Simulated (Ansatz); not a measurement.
# S4Tc (charge −1): what the fields show

Input file:

```
crystal:
  periodic: [false, false, false]
  atoms:
    - symbol: Tc
      position_ang: [0.000160, 0.000100, -0.001020]
    - symbol: S
      position_ang: [0.010570, -0.015710, 2.157740]
    - symbol: S
      position_ang: [2.032050, 0.008380, -0.728600]
    - symbol: S
      position_ang: [-1.026740, 1.767870, -0.698480]
    - symbol: S
      position_ang: [-1.016050, -1.760650, -0.729640]
basis:
  gaussian: {orbitals: def2-SVP}
hamiltonian: {xc: hf}
accuracy: high
output: {forces: true, orbitals: {seedname: orbitals}}
total_charge: -1
```

Launched as:

```sh
ansatz run molecule.yaml --threads 1 --pin off --max-ram 3480MiB --events-out events.jsonl --progress --plain --runs-dir runs
```

Geometry: GFN2-xTB; core potentials replace the inner electrons of Tc.

Theory: isolated molecule in a Gaussian basis; Hartree-Fock (Ansatz).

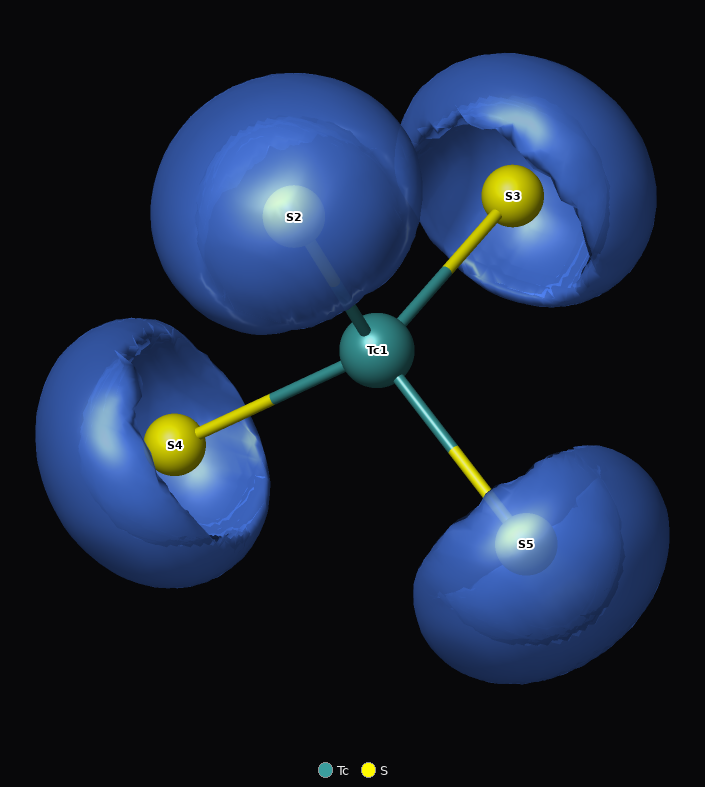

Figure 1. Isosurface of the ELF at 0.85 (blue), seen across its widest extent. Core shells and regions of very low density are left out.

**Identify the bonds, lone pairs and shells in this picture.**

The ELF exceeds this value in four rings or bowls of non-bonding electrons around S. Profiles from the grid: Tc–S (2.16 Å): the ELF peaks at about 0.75 in the valence shell of S, 0.8 Å from its nucleus, and is about 0.55 at the midpoint.

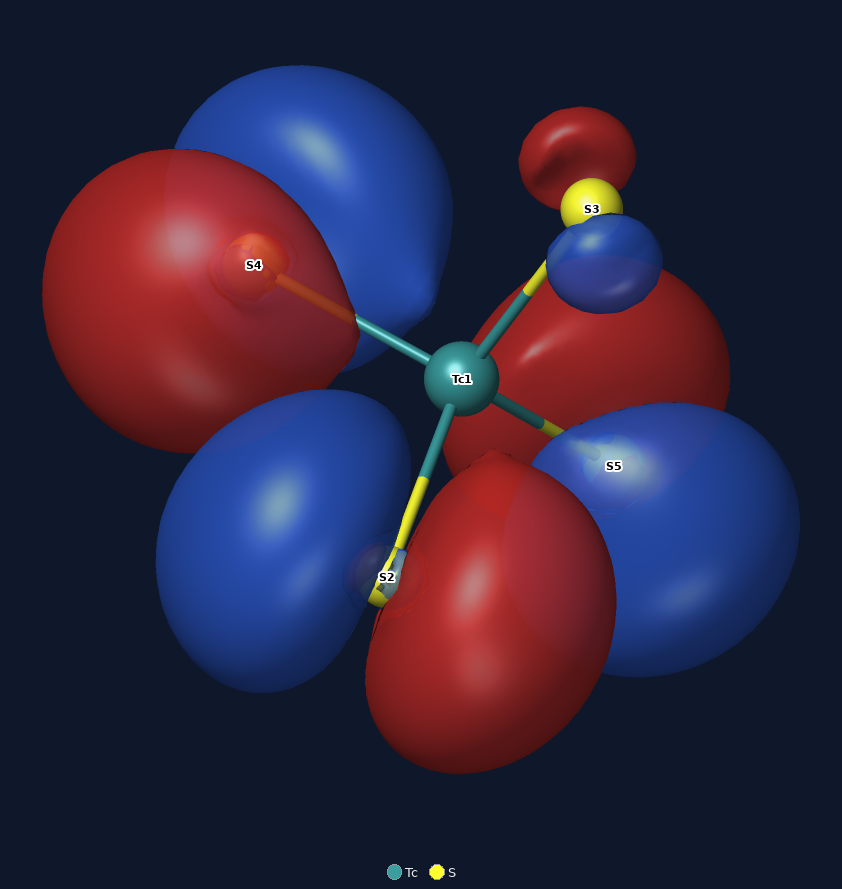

Figure 2. The HOMO at ±0.06 Å⁻³ᐟ² (red and blue are the two phases), seen from one side.

**Where does this orbital lie, and at what energy?**

It lies mainly on S2 (about 30 %), S4 (about 30 %) and S5 (about 30 %); largely a combination of lone pairs on S2, S4 and S5. It is one of a degenerate set, so its orientation is arbitrary. Its energy is −4.46 eV.

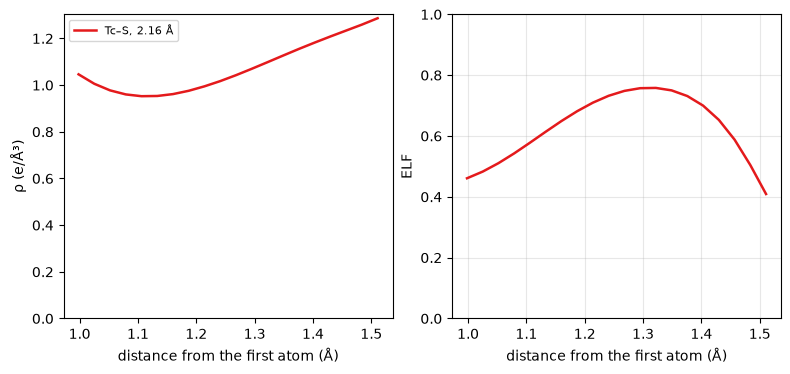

Figure 3. Electron density and ELF along straight lines between neighbouring atoms. The curves leave out the atomic cores.

**What can be read from the curves?**

Tc–S (2.16 Å): ρ is about 0.96 e/Å³ halfway; the ELF peaks at about 0.75 in the valence shell of S, 0.8 Å from its nucleus, and is about 0.55 at the midpoint.
